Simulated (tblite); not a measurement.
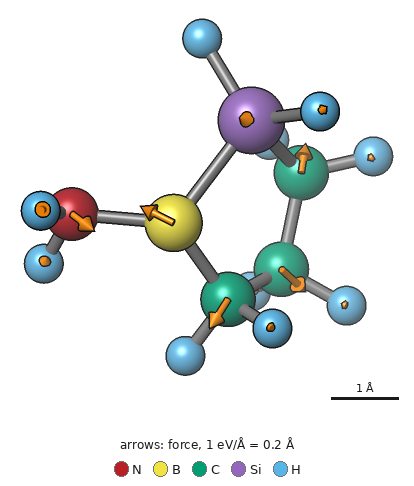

Starting geometry of C$_{3}$H$_{10}$BNSi with the computed forces as orange arrows. The picture is a ball-and-stick view, seen from a free direction.

These are results of GFN2-xTB geometry optimisation, gas phase in tblite, not measurements. 

Q: What follows when this structure is relaxed?

A: It isn't relaxed: the largest force vector, on a C atom, is 3.49 eV/Å. The final displacements have little in common with the starting forces (cosine between the two patterns 0.17). Over 116 geometry steps the energy falls by 1.579 eV. The largest moves after the best rigid fit, 1.36 Å, are those of H atoms. By element the largest moves are H 1.36 Å, N 0.70 Å, C 0.47 Å, Si 0.40 Å, B 0.29 Å. Near-neighbour distances that change, for instance: B–N 1.537 → 1.380 Å, C–C 1.468 → 1.536 Å, C–Si 1.868 → 1.916 Å, H–N 1.050 → 1.007 Å. Among the angles between lasting bonds that change: B–N–H 111.2° → 124.4°, N–B–Si 120.5° → 131.8°, B–N–H 113.2° → 123.4°. Groups turn about C–C by about 55°, C–Si by about 50°, C–C by about 25°. The run took 0.71 s on 1 thread of Arm Neoverse V1, with other jobs on the host.
